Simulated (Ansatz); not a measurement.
# Converging the k-point mesh at a smearing width of 0.02 eV: Bi₂PdPt (P3m1, 4 atoms in the cell)

```yaml
crystal:
  lattice:
    - [4.30734, 0.00000, 0.00000]
    - [-2.15367, 3.73027, 0.00000]
    - [0.00000, 0.00000, 5.59778]
  atoms:
    - { symbol: Bi, position: [0.33333, 0.66667, 0.25381] }
    - { symbol: Bi, position: [0.66667, 0.33333, 0.75512] }
    - { symbol: Pd, position: [0.00000, 0.00000, 0.50000] }
    - { symbol: Pt, position: [0.00000, 0.00000, 0.00000] }
```

Method: LDA (PW92), default PAW files made with PBE (plane waves; Ansatz, a quantum-chemistry and plane-wave program).

Base settings: basis.ecutwfc = 420 eV; kpoints.mp_grid.grid = 9 9 6; hamiltonian.xc = lda; hamiltonian.pseudopotentials = {kind: paw} (the program's default PAW files); scf.occupations.method = fermi_dirac; scf.occupations.width = 0.1 eV.

In this ladder: scf.occupations.width = 0.02 eV.

Only quantities that move along the ladder and can be compared are tabulated.

The count of work is k-points × plane waves × bands × iterations; it is no time. Core times come from one kind of shared machine, to one figure; runs under 30 s give none.

The starting cell comes from a database of computed structures (which also holds hypothetical and non-ambient phases and stackings), without a prior relaxation at this level. Its lattice was rescaled by up to half a per cent. One atom was moved a little off its site on purpose. Spin polarisation is off. In the base run, with a pressure of about -3 GPa the cell is away from its equilibrium volume at this level. Ansatz's pressure includes its estimate of the finite-basis (Pulay) stress.

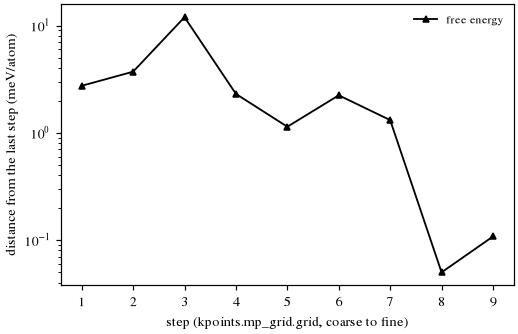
*Distance from the last step along the ladder; very small values are drawn at a floor.*

| kpoints.mp_grid.grid | free energy less the last step's (meV/atom) | pressure (GPa) | largest difference of a force vector from the last step's (eV/Å) | count of work / last | core time / last (rough) |
|---|---|---|---|---|---|
| 3 3 2 | 2.74 | -4.17 | 0.034 | 0.012 | – |
| 4 4 3 | 3.71 | -3.56 | 0.132 | 0.025 | – |
| 5 5 3 | 11.97 | -3.69 | 0.021 | 0.026 | – |
| 6 6 4 | -2.31 | -3.48 | 0.033 | 0.053 | – |
| 7 7 5 | -1.14 | -3.52 | 0.011 | 0.053 | – |
| 8 8 6 | -2.24 | -3.60 | 0.002 | 0.083 | – |
| 10 10 7 | 1.31 | -3.51 | 0.005 | 0.15 | – |
| 12 12 8 | -0.02 | -3.57 | 0.026 | 0.22 | 0.2 |
| 14 14 10 | 0.11 | -3.51 | 0.005 | 0.34 | 0.3 |
| 21 21 14 | 0.00 | -3.56 | 0.000 | 1.0 | 1 |

Coarsest kpoints.mp_grid.grid that holds the pressure within 0.5 GPa of the last step, with all finer ones: 4 4 3, at 0.025 of the last step's count of work; the step before is off by 0.61 GPa.

Coarsest kpoints.mp_grid.grid that holds the free energy within 5 meV/atom of the last step, with all finer ones: 6 6 4, at 0.053 of the last step's count of work; the step before is off by 12 meV/atom.

Coarsest kpoints.mp_grid.grid that holds the forces within 0.01 eV/Å: not settled: the last two steps still differ by 0.005 eV/Å, over half the tolerance, so the ladder does not show it.

Keys are those of Ansatz 0.2.
